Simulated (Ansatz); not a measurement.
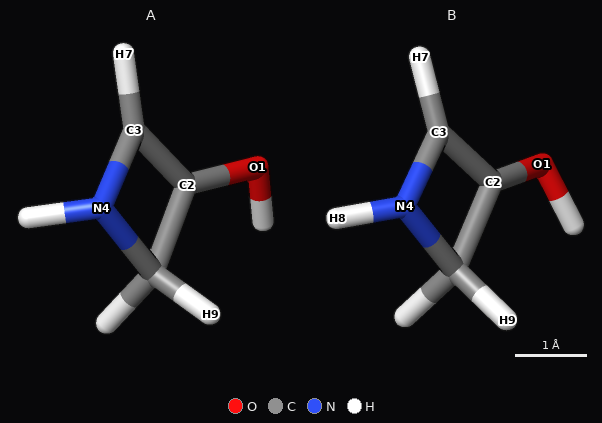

Two geometries of C$_{3}$H$_{5}$NO, drawn at one scale. One is the start of a relaxation, the other its converged end. Style: stick. Shown from a free direction.

The calculation used RKS PBE/def2-SVP in Ansatz. Set-up: no spin polarisation; force threshold 0.015 eV/Å; at most 40 steps.

### Which of the two is the end point?

Structure A is the relaxed one. The run prepares an end point of a later path (torsion) calculation, from a guessed geometry. The atom that moves furthest after the best rigid fit is the O atom (0.24 Å). Largest moves by element: O 0.24 Å, H 0.23 Å, N 0.11 Å, C 0.09 Å. Near-neighbour distances that change, for instance: C–O 1.220 → 1.357 Å, C–N 1.335 → 1.447 Å, C–N 1.439 → 1.501 Å, H–O 1.030 → 0.975 Å. Bond angles that change, for instance: C–N–H 125.5° → 113.8°, C–N–H 119.2° → 112.5°, C–C–H 132.6° → 137.4°. The energy falls by 1.156 eV in 11 accepted moves (12 points after the start). The largest force component goes from 8.1 to 0.014 eV/Å. The line search rejected the trial step at point 3 of the run. Cost: 22 s on 2 threads of Intel(R) Xeon(R) Platinum 8488C (Sapphire Rapids), on a shared host, peak memory 0.19 GiB.
